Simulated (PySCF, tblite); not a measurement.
# C₂H₉ClSi₃: geometry, infrared bands and NMR shifts

What infrared bands and NMR shifts should C₂H₉ClSi₃ (`C[C@H]1[SiH2][Si@@H](Cl)[SiH2]1`) show?

The runs use tblite 0.8.0 and PySCF 2.14.0, with density-fitted response routines of our own; the level of theory stands in each step. All values are computed, except where a source is named. Atoms count from 0, in the outputs and in this text.

**1. Starting geometry**

15 atoms, charge 0, multiplicity 1; geometry from: force field or distance geometry start.

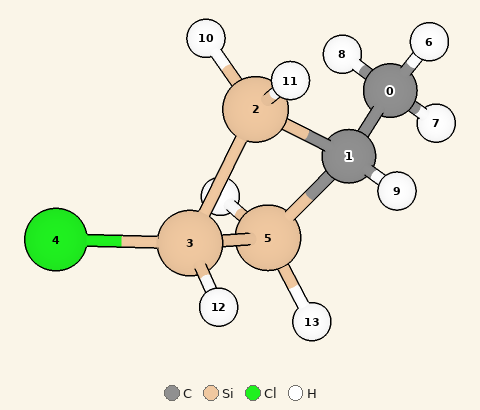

The starting geometry (carbon grey, silicon light orange, chlorine green, hydrogen white), atoms numbered.

**2. Optimising the geometry with GFN2-xTB**

What the job is given:

```
{"job": {"kind": "relax", "xc": "GFN2-xTB", "basis": "xTB"}, "charge": 0, "multiplicity": 1}
C     -2.078000     0.212300    -0.087500
C     -0.633000     0.430600    -0.451000
Si     0.529500     0.896400     1.039400
Si     2.240900    -0.143900    -0.011000
Cl     3.419800    -1.287300     1.212300
Si     0.374100    -1.185100    -0.786900
H     -2.555200     1.165000     0.201600
H     -2.639300    -0.157500    -0.946600
H     -2.224700    -0.497600     0.738200
H     -0.509100     1.136800    -1.261500
H      0.078300     0.250700     2.299500
H      0.662400     2.369600     1.178300
H      3.019800     0.654300    -0.974200
H      0.406100    -1.529200    -2.232900
H     -0.096000    -2.307100     0.060400
```

The run is started by

```
$ OMP_NUM_THREADS=1 python probes_run.py task.json out
```

This one command runs all jobs of the session in turn.

**Question.** This job is followed by: GFN2-xTB harmonic vibrations, gas phase; GIAO PBE0/pcSseg-1 NMR shielding, non-relativistic, gas phase. Predict these results of the whole session: strongest single infrared mode (GFN2-xTB); zero-point energy (GFN2-xTB); ¹³C shifts against TMS (PBE0/pcSseg-1); ¹H shifts against TMS (PBE0/pcSseg-1, means over atoms taken as alike); ²⁹Si shifts against TMS (PBE0/pcSseg-1, means over atoms taken as alike); ³⁵Cl shifts against HCl (PBE0/pcSseg-1).

The runs gave:

```
                                                                quantity                             value
                               strongest single infrared mode (GFN2-xTB)             2188 cm⁻¹, 791 km/mol
                                            zero-point energy (GFN2-xTB)                     60.6 kcal/mol
                                  ¹³C shifts against TMS (PBE0/pcSseg-1)                     21.2, 5.0 ppm
  ¹H shifts against TMS (PBE0/pcSseg-1, means over atoms taken as alike)  6.17, 4.78, 4.52, 1.49, 1.24 ppm
²⁹Si shifts against TMS (PBE0/pcSseg-1, means over atoms taken as alike)                   -0.9, -36.0 ppm
                                 ³⁵Cl shifts against HCl (PBE0/pcSseg-1)                           -72 ppm
```

Relaxing lowered the energy by 0.466 eV in 84 steps; the close pair that moved most is Si2–Si3, from 2.262 to 2.344 Å. All 39 modes are real, so the xTB geometry is a minimum. The strongest single mode, at 2188 cm⁻¹, moves mainly H11 and H13. GFN2-xTB is a fitted tight-binding method: band positions and strengths are rough. Its intensities can rank the bands wrongly. At PBE0/pcSseg-1: The widest tensor belongs to Cl4: span 177 ppm, with a paramagnetic part of -126 ppm.
